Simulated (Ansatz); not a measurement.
The calculation's input:

```
crystal:
  lattice:
    - [4.059098009, 0.0, 0.0]
    - [-2.0295490045, 3.5152819922, 0.0]
    - [0.0, 0.0, 9.9397769]
  atoms:
    - { symbol: Al, position: [0.3333333333, 0.6666666667, 0.667164] }
    - { symbol: Ga, position: [0.0, 0.0, 0.999773] }
    - { symbol: Ga, position: [0.6666666667, 0.3333333333, 0.33327] }
    - { symbol: As, position: [0.6666666667, 0.3333333333, 0.083355] }
    - { symbol: As, position: [0.3333333333, 0.6666666667, 0.417402] }
    - { symbol: As, position: [0.0, 0.0, 0.749035] }
basis:
  ecutwfc: 420
kpoints:
  mp_grid: { grid: [12, 12, 4] }
  band_path:
    path:
      - [[0.0, 0.0, 0.0], [0.5, 0.0, 0.0], [0.33333333, 0.33333333, 0.0], [0.0, 0.0, 0.0], [0.0, 0.0, 0.5], [0.5, 0.0, 0.5], [0.33333333, 0.33333333, 0.5], [0.0, 0.0, 0.5]]
      - [[0.5, 0.0, 0.5], [0.5, 0.0, 0.0]]
      - [[0.33333333, 0.33333333, 0.5], [0.33333333, 0.33333333, 0.0]]
    npoints: 14
hamiltonian:
  xc: pbe
scf:
  occupations: { method: gaussian, width: 0.02 }
  n_extra_bands: 15
output:
  forces: true
  stress: true
  eigenvalues: true
  populations: true
  dos: { projected: true, de: 0.02, nscf_kmesh: { grid: [18, 18, 6] } }
  bader: true
  write_density: true
  write_potential: true
  elf: true
  volumetric_format: npy
```

Command:

```sh
ansatz run input.yaml --threads 4 --pin off --max-ram 8192MiB --backend cpu --events-out ev --progress --plain --runs-dir out
```

Below, planes, directions and counts refer to the conventional cell (a = 4.06 Å, b = 4.06 Å, c = 9.94 Å, α = 90.00°, β = 90.00°, γ = 120.00°).

Space group P3m1; a structure generated by program, which may or may not match a known phase.

Theory: DFT PBE, scalar-relativistic, plane waves, PAW in Ansatz.

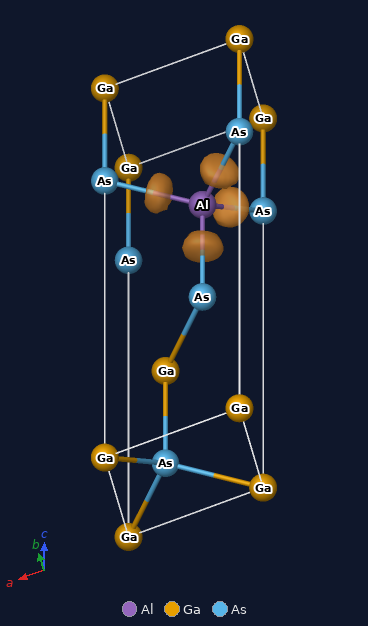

AlGa2As3. Isosurface of the ELF at 0.85 (orange), seen at an oblique angle. Only the valence region is drawn (cores and ρ < 0.01 e/Å³ removed). Sticks mark near contacts.

Identify the bonds, lone pairs and shells in this picture.

At this value the surface marks out four regions between bonded Al–As atoms (shared pairs), counted in one cell of 6 atoms. Any copies at cell faces, edges or corners count once. Along the contacts the grid gives the following. Al–As (2.48 Å): the ELF peaks at about 0.95 between the atoms (localised, covalent bonding). Ga–As (2.48 Å): the ELF peaks at about 0.80 between the atoms: a covalent bond.
